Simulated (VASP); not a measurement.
# NiI2 with PBEsol + U: from relaxation to properties, part 5 of 10

What structure and properties does PBEsol + U give NiI2, and how near are they to the measured ones? The start is a cell from a database of measured crystal structures.

VASP 6.6.1, plane waves and PAW; the level of theory is named at each step.

So far, gap on the k-mesh (eV): step 2 (magnetic order: ferromagnetic) 0.723; step 3 (magnetic order: antiferromagnetic, q = (0, 0, 1/2)) 0.925.

The database entry behind the starting cell differs from later determinations by our own check (an axis about 0.9 % short against later determinations), so it need not match the best structure at ambient conditions.

**7. Full relaxation (PBEsol + U)**

This step: PBEsol, DFT+U (Ni d 4 eV), spin-polarised from an antiferromagnetic start; plane waves and PAW (Ni, I) (VASP 6.6.1).

The start need not lie at this functional's minimum. ISIF = 3 frees volume, shape and positions, and EDIFFG sets the threshold on forces and stress at which the search stops.

File INCAR:

```
SYSTEM = NiI2
PREC = Accurate
ENCUT = 400
EDIFF = 1E-06
NELM = 100
ISMEAR = 0
SIGMA = 0.05
LREAL = .FALSE.
ALGO = Normal
GGA = PS
NBANDS = 33
ISPIN = 2
MAGMOM = 1.43 -1.43 0.17 -0.17 -0.17 0.17
LDAU = .TRUE.
LDAUTYPE = 2
LDAUL = 2 -1
LDAUU = 4 0
LDAUJ = 0 0
LDAUPRINT = 1
LASPH = .TRUE.
LMAXMIX = 4
LORBIT = 11
LWAVE = .FALSE.
LCHARG = .FALSE.
KPAR = 8
IBRION = 2
NSW = 60
ISIF = 3
EDIFFG = -0.01
```

File POSCAR:

```
NiI2
1.0
   -1.9460000000      3.3705708715      0.0000000000
    1.9460000000      3.3705708715      0.0000000000
   -3.8920000000     -2.2470472476    -13.0893333334
Ni I
2 4
Direct
    0.0000000000      0.0000000000      0.0000000000
    0.0000000000      0.0000000000      0.5000000000
    0.2500000000      0.5000000000      0.1250000000
    0.2500000000      0.5000000000      0.6250000000
    0.7500000000      0.5000000000      0.3750000000
    0.7500000000      0.5000000000      0.8750000000
```

File KPOINTS:

```
Automatic mesh
0
Gamma
7 7 7
0 0 0
```

Potentials, in the order of the species: Ni and I (PBE family, release 64).

Run with:

```bash
> mpirun -np 8 vasp_std
```

Output:

```text
[... set-up lines as in an earlier step ...]
 entering main loop
       N       E                     dE             d eps       ncg     rms          rms(c)
DAV:   1     0.303069024110E+03    0.30307E+03   -0.16316E+04  5808   0.108E+03
DAV:   2     0.159465070898E+02   -0.28712E+03   -0.27235E+03  6339   0.259E+02
DAV:   3    -0.142159330993E+02   -0.30162E+02   -0.28948E+02  6955   0.968E+01
DAV:   4    -0.152383561635E+02   -0.10224E+01   -0.10205E+01  7582   0.190E+01
DAV:   5    -0.152627375826E+02   -0.24381E-01   -0.24375E-01  7378   0.315E+00    0.141E+01
DAV:   6    -0.158703933609E+02   -0.60766E+00   -0.16618E+01  6844   0.853E+01    0.142E+01
DAV:   7    -0.161439096919E+02   -0.27352E+00   -0.33914E+00  7451   0.318E+01    0.616E+00
DAV:   8    -0.163926649898E+02   -0.24876E+00   -0.55716E-01  8310   0.124E+01    0.420E+00
DAV:   9    -0.163854759642E+02    0.71890E-02   -0.46173E-01  6863   0.176E+01    0.144E+00
DAV:  10    -0.164058427650E+02   -0.20367E-01   -0.13376E-01  8020   0.286E+00    0.958E-01
DAV:  11    -0.164072011724E+02   -0.13584E-02   -0.19287E-02  7153   0.230E+00    0.367E-01
DAV:  12    -0.164078890117E+02   -0.68784E-03   -0.11770E-03  8398   0.532E-01    0.126E-01
DAV:  13    -0.164080147809E+02   -0.12577E-03   -0.49365E-04  8491   0.340E-01    0.413E-02
DAV:  14    -0.164080560983E+02   -0.41317E-04   -0.16292E-04  7424   0.866E-02    0.337E-02
DAV:  15    -0.164080634217E+02   -0.73234E-05   -0.92865E-06  7542   0.302E-02    0.243E-02
DAV:  16    -0.164080692556E+02   -0.58338E-05   -0.10895E-05  8302   0.677E-02    0.713E-03
DAV:  17    -0.164080696346E+02   -0.37898E-06   -0.28484E-06  5839   0.182E-02
   1 F= -.16408070E+02 E0= -.16408070E+02  d E =-.164081E+02  mag=     0.0000
 curvature:   0.00 expect dE= 0.000E+00 dE for cont linesearch  0.000E+00
 trial: gam= 0.00000 g(F)=  0.122E+00 g(S)=  0.186E+00 ort = 0.000E+00 (trialstep = 0.100E+01)
 search vector abs. value=  0.308E+00
 bond charge predicted
       N       E                     dE             d eps       ncg     rms          rms(c)
DAV:   1    -0.181876934746E+02   -0.17796E+01   -0.29374E+01  6832   0.651E+01    0.109E+01
DAV:   2    -0.172435966989E+02    0.94410E+00   -0.11597E+01  6010   0.824E+01    0.120E+01
DAV:   3    -0.166523193129E+02    0.59128E+00   -0.25003E+00  6593   0.359E+01    0.236E+00
DAV:   4    -0.166363672275E+02    0.15952E-01   -0.79347E-01  8553   0.133E+01    0.319E+00
DAV:   5    -0.165822589043E+02    0.54108E-01   -0.31758E-01  6995   0.936E+00    0.174E+00
DAV:   6    -0.165733241735E+02    0.89347E-02   -0.28004E-02  8478   0.236E+00    0.136E+00
DAV:   7    -0.165735046797E+02   -0.18051E-03   -0.11151E-02  6452   0.140E+00    0.840E-01
DAV:   8    -0.165674250298E+02    0.60796E-02   -0.59480E-03  7167   0.209E+00    0.181E-01
DAV:   9    -0.165676217430E+02   -0.19671E-03   -0.24266E-03  8313   0.362E-01    0.107E-01
DAV:  10    -0.165676280438E+02   -0.63008E-05   -0.23765E-04  7416   0.307E-01    0.839E-02
DAV:  11    -0.165676633586E+02   -0.35315E-04   -0.12368E-04  7386   0.705E-02    0.902E-02
DAV:  12    -0.165676623462E+02    0.10124E-05   -0.12100E-05  7397   0.370E-02    0.534E-02
DAV:  13    -0.165676591582E+02    0.31880E-05   -0.70317E-06  6939   0.327E-02    0.293E-02
DAV:  14    -0.165676583641E+02    0.79408E-06   -0.20494E-06  4552   0.117E-02
   2 F= -.16567658E+02 E0= -.16567658E+02  d E =-.159589E+00  mag=    -0.0000
[... from here on, the cycles between the ionic steps are left out ...]
   3 F= -.16567657E+02 E0= -.16567657E+02  d E =-.159588E+00  mag=    -0.0000
   4 F= -.16589005E+02 E0= -.16589005E+02  d E =-.213477E-01  mag=    -0.0000
   5 F= -.16595595E+02 E0= -.16595595E+02  d E =-.279377E-01  mag=     0.0000
   6 F= -.16595892E+02 E0= -.16595892E+02  d E =-.282345E-01  mag=    -0.0000
   7 F= -.16600920E+02 E0= -.16600920E+02  d E =-.502842E-02  mag=    -0.0000
   8 F= -.16610251E+02 E0= -.16610251E+02  d E =-.143588E-01  mag=    -0.0000
   9 F= -.16609272E+02 E0= -.16609272E+02  d E =-.133800E-01  mag=    -0.0000
  10 F= -.16612671E+02 E0= -.16612671E+02  d E =-.167787E-01  mag=    -0.0000
  11 F= -.16611346E+02 E0= -.16611346E+02  d E =0.132484E-02  mag=    -0.0000
  12 F= -.16613579E+02 E0= -.16613579E+02  d E =-.908084E-03  mag=     0.0000
  13 F= -.16613577E+02 E0= -.16613577E+02  d E =-.906148E-03  mag=    -0.0000
  14 F= -.16613572E+02 E0= -.16613572E+02  d E =-.901884E-03  mag=     0.0000
 curvature:  -1.29 expect dE=-0.168E-03 dE for cont linesearch -0.372E-06
 ZBRENT: accuracy reached
 trial: gam= 0.05142 g(F)=  0.107E-04 g(S)=  0.120E-03 ort =-0.292E-04 (trialstep = 0.224E+01)
 search vector abs. value=  0.135E-03
 bond charge predicted
       N       E                     dE             d eps       ncg     rms          rms(c)
DAV:   1    -0.166153496707E+02   -0.17769E-02   -0.44436E-02  6660   0.185E+00    0.337E-01
DAV:   2    -0.166144063800E+02    0.94329E-03   -0.96878E-03  6249   0.218E+00    0.335E-01
DAV:   3    -0.166139165907E+02    0.48979E-03   -0.18257E-03  6952   0.114E+00    0.959E-02
DAV:   4    -0.166138321632E+02    0.84427E-04   -0.81103E-04  8658   0.451E-01    0.108E-01
DAV:   5    -0.166137627345E+02    0.69429E-04   -0.35059E-04  7030   0.329E-01    0.496E-02
DAV:   6    -0.166137509878E+02    0.11747E-04   -0.43907E-05  8718   0.104E-01    0.351E-02
DAV:   7    -0.166137511069E+02   -0.11903E-06   -0.34384E-05  6369   0.961E-02    0.205E-02
DAV:   8    -0.166137491326E+02    0.19743E-05   -0.30751E-06  5328   0.349E-02    0.708E-03
DAV:   9    -0.166137489979E+02    0.13473E-06   -0.18233E-06  4486   0.254E-02
  15 F= -.16613749E+02 E0= -.16613749E+02  d E =-.176608E-03  mag=    -0.0000
 trial-energy change:   -0.000177  1 .order   -0.000132   -0.000289    0.000025
 step:   2.1414(harm=  2.0600)  dis= 0.00138  next Energy=   -16.613750 (dE=-0.177E-03)
 reached required accuracy - stopping structural energy minimisation
```

It took 10 min on 8 MPI ranks of Intel Xeon 6975P-C (Granite Rapids), shared host; peak memory 3.8 GiB.

OUTCAR, selected parts (step 7):

```text
   NELECT =      48.0000    total number of electrons

atom =   1  type =  1  l = 2

 onsite density matrix

spin component  1

  0.9667  0.0000  0.0000  0.0153 -0.0000
  0.0000  0.9787 -0.0000  0.0000  0.0153
  0.0000 -0.0000  0.9573  0.0000 -0.0000
  0.0153  0.0000  0.0000  0.9787  0.0000
 -0.0000  0.0153 -0.0000  0.0000  0.9667

spin component  2

  0.7428  0.0000 -0.0000 -0.2986 -0.0000
  0.0000  0.5150 -0.0000 -0.0000 -0.2986
 -0.0000 -0.0000  0.9495  0.0000 -0.0000
 -0.2986 -0.0000  0.0000  0.5150  0.0000
 -0.0000 -0.2986 -0.0000  0.0000  0.7428

 occupancies and eigenvectors

  o =  0.3093  v =  0.0000  0.0000  0.0000  0.0000  0.0000 -0.0001  0.8235  0.0000 -0.0001  0.5673      0.0000  0.0000  0.0000  0.0000  0.0000  0.0000  0.0000  0.0000  0.0000  0.0000
  o =  0.3093  v =  0.0000  0.0000  0.0000  0.0000  0.0000  0.5673  0.0001  0.0000  0.8235  0.0001      0.0000  0.0000  0.0000  0.0000  0.0000  0.0000  0.0000  0.0000  0.0000  0.0000
  o =  0.9485  v =  0.0000  0.0000  0.0000  0.0000  0.0000  0.0000  0.5673 -0.0000 -0.0000 -0.8235      0.0000  0.0000  0.0000  0.0000  0.0000  0.0000  0.0000  0.0000  0.0000  0.0000
  o =  0.9485  v =  0.0000  0.0000  0.0000  0.0000  0.0000  0.8235 -0.0000  0.0000 -0.5673  0.0000      0.0000  0.0000  0.0000  0.0000  0.0000  0.0000  0.0000  0.0000  0.0000  0.0000
  o =  0.9495  v =  0.0000  0.0000  0.0000  0.0000  0.0000 -0.0000  0.0000  1.0000  0.0000 -0.0000      0.0000  0.0000  0.0000  0.0000  0.0000  0.0000  0.0000  0.0000  0.0000  0.0000
  o =  0.9563  v =  0.0000  0.5631 -0.0000 -0.0000 -0.8264  0.0000  0.0000  0.0000  0.0000  0.0000      0.0000  0.0000  0.0000  0.0000  0.0000  0.0000  0.0000  0.0000  0.0000  0.0000
  o =  0.9563  v = -0.8264  0.0000 -0.0000  0.5631 -0.0000  0.0000  0.0000  0.0000  0.0000  0.0000      0.0000  0.0000  0.0000  0.0000  0.0000  0.0000  0.0000  0.0000  0.0000  0.0000
  o =  0.9573  v =  0.0000  0.0000  1.0000 -0.0000 -0.0000  0.0000  0.0000  0.0000  0.0000  0.0000      0.0000  0.0000  0.0000  0.0000  0.0000  0.0000  0.0000  0.0000  0.0000  0.0000
  o =  0.9891  v = -0.0000  0.8264 -0.0000 -0.0000  0.5631  0.0000  0.0000  0.0000  0.0000  0.0000      0.0000  0.0000  0.0000  0.0000  0.0000  0.0000  0.0000  0.0000  0.0000  0.0000
  o =  0.9891  v = -0.5631 -0.0000  0.0000 -0.8264 -0.0000  0.0000  0.0000  0.0000  0.0000  0.0000      0.0000  0.0000  0.0000  0.0000  0.0000  0.0000  0.0000  0.0000  0.0000  0.0000

atom =   2  type =  1  l = 2

 onsite density matrix

spin component  1

  0.7428  0.0000  0.0000 -0.2986 -0.0000
  0.0000  0.5150 -0.0000 -0.0000 -0.2986
  0.0000 -0.0000  0.9495 -0.0000 -0.0000
 -0.2986 -0.0000 -0.0000  0.5150  0.0000
 -0.0000 -0.2986 -0.0000  0.0000  0.7428

spin component  2

  0.9667  0.0000 -0.0000  0.0153 -0.0000
  0.0000  0.9787 -0.0000  0.0000  0.0153
 -0.0000 -0.0000  0.9573  0.0000 -0.0000
  0.0153  0.0000  0.0000  0.9787  0.0000
 -0.0000  0.0153 -0.0000  0.0000  0.9667

 occupancies and eigenvectors

  o =  0.3093  v =  0.0000  0.8235  0.0000 -0.0000  0.5673  0.0000  0.0000  0.0000  0.0000  0.0000      0.0000  0.0000  0.0000  0.0000  0.0000  0.0000  0.0000  0.0000  0.0000  0.0000
  o =  0.3093  v = -0.5673  0.0000  0.0000 -0.8235 -0.0000  0.0000  0.0000  0.0000  0.0000  0.0000      0.0000  0.0000  0.0000  0.0000  0.0000  0.0000  0.0000  0.0000  0.0000  0.0000
  o =  0.9485  v =  0.0000 -0.5673  0.0000 -0.0000  0.8235  0.0000  0.0000  0.0000  0.0000  0.0000      0.0000  0.0000  0.0000  0.0000  0.0000  0.0000  0.0000  0.0000  0.0000  0.0000
  o =  0.9485  v = -0.8235  0.0000 -0.0000  0.5673  0.0000  0.0000  0.0000  0.0000  0.0000  0.0000      0.0000  0.0000  0.0000  0.0000  0.0000  0.0000  0.0000  0.0000  0.0000  0.0000
  o =  0.9495  v =  0.0000  0.0000  1.0000 -0.0000 -0.0000  0.0000  0.0000  0.0000  0.0000  0.0000      0.0000  0.0000  0.0000  0.0000  0.0000  0.0000  0.0000  0.0000  0.0000  0.0000
  o =  0.9563  v =  0.0000  0.0000  0.0000  0.0000  0.0000  0.0000  0.5631 -0.0000 -0.0000 -0.8264      0.0000  0.0000  0.0000  0.0000  0.0000  0.0000  0.0000  0.0000  0.0000  0.0000
  o =  0.9563  v =  0.0000  0.0000  0.0000  0.0000  0.0000 -0.8264  0.0000 -0.0000  0.5631 -0.0000      0.0000  0.0000  0.0000  0.0000  0.0000  0.0000  0.0000  0.0000  0.0000  0.0000
  o =  0.9573  v =  0.0000  0.0000  0.0000  0.0000  0.0000  0.0000 -0.0000 -1.0000 -0.0000  0.0000      0.0000  0.0000  0.0000  0.0000  0.0000  0.0000  0.0000  0.0000  0.0000  0.0000
  o =  0.9891  v =  0.0000  0.0000  0.0000  0.0000  0.0000  0.0001 -0.8264  0.0000  0.0001 -0.5631      0.0000  0.0000  0.0000  0.0000  0.0000  0.0000  0.0000  0.0000  0.0000  0.0000
  o =  0.9891  v =  0.0000  0.0000  0.0000  0.0000  0.0000 -0.5631 -0.0001  0.0000 -0.8264 -0.0001      0.0000  0.0000  0.0000  0.0000  0.0000  0.0000  0.0000  0.0000  0.0000  0.0000

 E-fermi :   4.9469

 spin component 1
 k-point     1 :       0.0000    0.0000    0.0000
  band No.  band energies     occupation
    ...
     20       4.3900      1.00000
     21       4.4506      1.00000
     22       4.4506      1.00000
     23       4.6808      1.00000
     24       4.6808      1.00000
     25       6.3701      0.00000
     26       6.3701      0.00000
     27       8.7738      0.00000
     28       9.2946      0.00000
     29       9.5782      0.00000
    ...

 k-point     2 :       0.1429    0.0000    0.0000
  band No.  band energies     occupation
    ...
     20       3.8275      1.00000
     21       3.9078      1.00000
     22       4.1801      1.00000
     23       4.3423      1.00000
     24       4.6569      1.00000
     25       5.9108      0.00000
     26       6.3204      0.00000
     27       9.5431      0.00000
     28       9.8358      0.00000
     29      10.0013      0.00000
    ...

  Total        0.0031340      0.0031340      0.0266501     -0.0000000     -0.0000000      0.0000000
  in kB        0.0294488      0.0294488      0.2504216     -0.0000000     -0.0000000      0.0000000
  external PRESSURE =       0.1031064 kB  Pullay stress =       0.0000000 kB

 POSITION                                       TOTAL-FORCE (eV/Angst)
 -----------------------------------------------------------------------------------
     -1.94076      3.36150      0.00000        -0.000000     -0.000000     -0.000000
     -3.88152      2.24100     -6.53390        -0.000000      0.000000     -0.000000
      0.00000      2.24100     -1.51392         0.000000      0.000000     -0.001647
     -1.94076      1.12050     -8.04782         0.000000      0.000000     -0.001647
     -1.94076      3.36150     -5.01998        -0.000000     -0.000000      0.001647
     -3.88152      2.24100    -11.55388        -0.000000     -0.000000      0.001647
 -----------------------------------------------------------------------------------
    total drift:                               -0.000000      0.000000      0.000000

  FREE ENERGIE OF THE ION-ELECTRON SYSTEM (eV)
  ---------------------------------------------------
  free  energy   TOTEN  =       -16.6137489979 eV

  energy  without entropy=      -16.6137489979  energy(sigma->0) =      -16.61374900

 reached required accuracy - stopping structural energy minimisation

 magnetization (x)
# of ion       s       p       d       tot
------------------------------------------
    1        0.001  -0.001   1.383   1.383
    2       -0.001   0.001  -1.383  -1.383
    3        0.011   0.178   0.001   0.190
    4       -0.011  -0.178  -0.001  -0.190
    5       -0.011  -0.178  -0.001  -0.190
    6        0.011   0.178   0.001   0.190
--------------------------------------------------
tot          0.000  -0.000   0.000  -0.000

[... 7 parts as in an earlier step ...]

[... 10 further parts left out ...]
```

CONTCAR:

```
NiI2
   1.00000000000000
    -1.9407613347413764    3.3614972371085079    0.0000000000000363
     1.9407613347413764    3.3614972371085079    0.0000000000000363
    -3.8815226694827527   -2.2409981580060205  -13.0677968437915766
  Ni              I
     2     4
Direct
     1.0000000000000000    0.0000000000000000    0.0000000000000000
     1.0000000000000000    0.0000000000000000    0.5000000000000000
     0.2560993021835493    0.4878013956329019    0.1158510467246763
     0.2560993021835493    0.4878013956329019    0.6158510467246762
     0.7439006978164506    0.5121986043670983    0.3841489532753238
     0.7439006978164506    0.5121986043670983    0.8841489532753238
```

The magnetic order is the lowest of the few collinear ones that converged above; longer or canted patterns were not tried. The cell is doubled for it, so bands and modes from the zone boundary of the chemical cell fold onto Γ and the labels are those of the larger cell. The bonds form layers, held to each other by dispersion, which PBEsol lacks, so the spacing between them is unreliable. The run keeps the 12 symmetry operations of its start, so it cannot find a distortion of lower symmetry.

Relaxation path:

```
step  energy less that of the first step (eV)  largest force (eV/Å)  pressure (GPa)  volume (Å³)
   1                                   0.0000                0.7943           -2.37       171.71
   2                                  -0.1596                0.2231            0.77       161.40
   3                                  -0.1596                0.2247            0.78       161.42
   4                                  -0.1809                0.1477            0.37       163.50
   5                                  -0.1875                0.0561           -0.01       166.00
   6                                  -0.1878                0.0736            0.10       165.53
   7                                  -0.1928                0.0699            0.04       166.32
   8                                  -0.2022                0.0651           -0.12       168.70
   9                                  -0.2012                0.0732           -0.31       173.40
  10                                  -0.2046                0.0627           -0.18       170.75
  11                                  -0.2033                0.0695            0.46       169.51
  12                                  -0.2055                0.0112            0.02       170.26
  13                                  -0.2055                0.0088            0.02       170.24
  14                                  -0.2055                0.0074            0.03       170.22
  15                                  -0.2057                0.0016            0.01       170.51
```

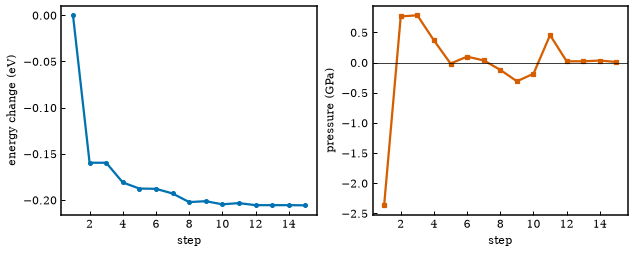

Energy and pressure along the relaxation.

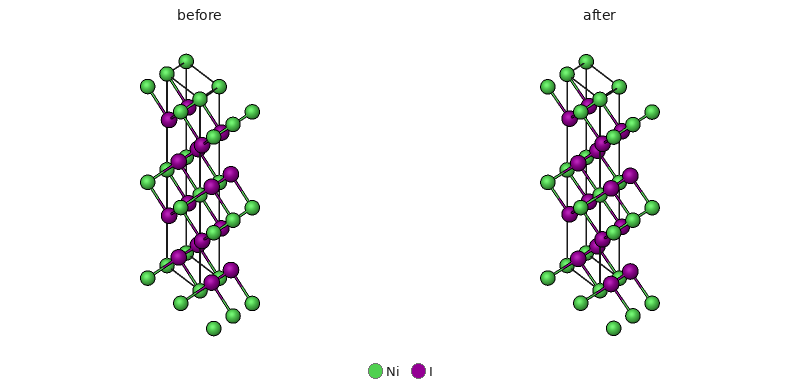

The structure before and after the relaxation, drawn at the same scale. Bonds to atoms that aren't drawn are left out.

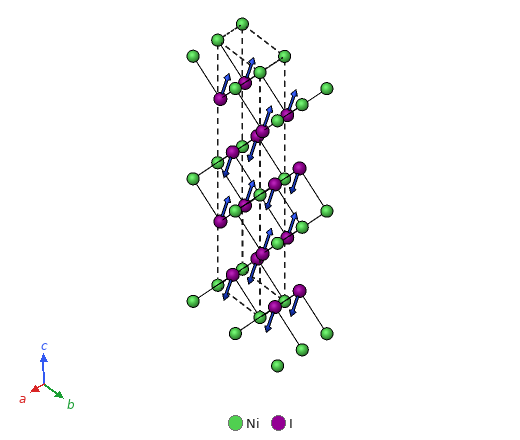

Displacements in the relaxation, exaggerated, measured against the changing cell; the longest in the cell stands for 0.12 Å. Bonds to atoms that aren't drawn are left out. 2×2×1 cells are drawn. Some periodic images of atoms are drawn too.

```
conventional cell, symmetrised  before   after  change
                         a (Å)   3.892   3.882  -0.3 %
                         b (Å)   3.892   3.882  -0.3 %
                         c (Å)  19.634  19.602  -0.2 %
              volume (Å³/atom)   28.62   28.42  -0.7 %
```

The atoms that moved most (Å, as changes of fractional coordinates times the final cell):

```
atom     dx     dy      dz  length
  I4  0.000  0.000   0.120   0.120
  I6  0.000  0.000  -0.120   0.120
  I3  0.000  0.000   0.120   0.120
  I5  0.000  0.000  -0.120   0.120
```

Final coordinates:

```xyz
6
Lattice="-1.9408 3.3615 0.0000 1.9408 3.3615 0.0000 -3.8815 -2.2410 -13.0678" Properties=species:S:1:pos:R:3 pbc="T T T"
Ni    0.0000    0.0000    0.0000
Ni   -1.9408   -1.1205   -6.5339
I     0.0000    2.2410   -1.5139
I    -1.9408    1.1205   -8.0478
I    -1.9408    3.3615   -5.0200
I    -3.8815    2.2410  -11.5539
```

This step gave:

| Property | Result |
| --- | --- |
| irreducible k-points | 44 |
| symmetry operations | 12 |
| free energy (TOTEN) | -16.61 eV |
| Fermi energy | 4.947 eV |
| pressure | 0.01031 GPa |
| valence top at k | 0, 0, 0.4286 |
| conduction bottom at k | -0.2857, 0.2857, 0 |
| least direct gap at k | -0.1429, 0, 0.2857 |
| SCF cycles over all ionic steps | 154 |
| gap on the k-mesh | 1.023 eV |
| least direct gap on the k-mesh | 1.220 eV |

Spin moment in the PAW sphere by atom:

```
atom  spin moment in the PAW sphere (μB)
 Ni1                                1.38
 Ni2                               -1.38
  I3                                0.19
  I4                               -0.19
  I5                               -0.19
  I6                                0.19
```

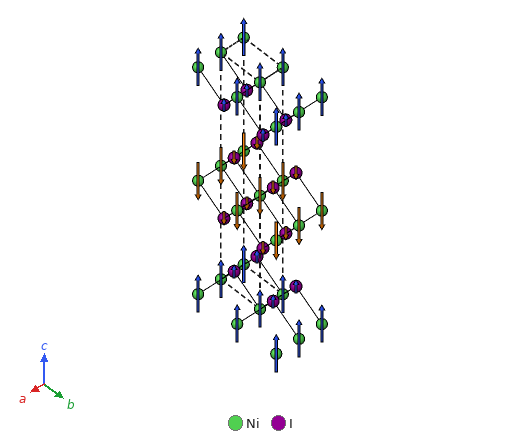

Spin moment in the PAW sphere as arrows, the longest 1.38 μB. Up and down stand for the sign. Arrows give size and sign along the axis of quantisation, drawn up and down the page. Each arrow also spans its atom, so small moments look longer than they are. The two directions have two colours. Bonds to atoms that aren't drawn are left out. 2×2×1 cells are drawn. Some periodic images of atoms are drawn too.

It ends with a largest force of 0.002 eV/Å and a pressure of 0.01 GPa.

(Continued in part 6 of 10.)

[Lines on the potential files, build, host, timing and source positions are cut from VASP's logs without a mark.]

[Logs are printed without paths, hosts, clocks, repeated set-up lines and the standing remarks that a program may print on its own settings, such as how far it seeks lower states.]

[Hosts, paths, dates, database ids (printed as entryN), source tags and the programs' standing remarks are cut or masked in the printed files.]

[A measured line is paired with the nearest computed mode of its activity, which favours agreement.]

[In band tables of VASP the shares of atoms and orbitals are scaled to a sum of 1 inside the atoms' spheres.]
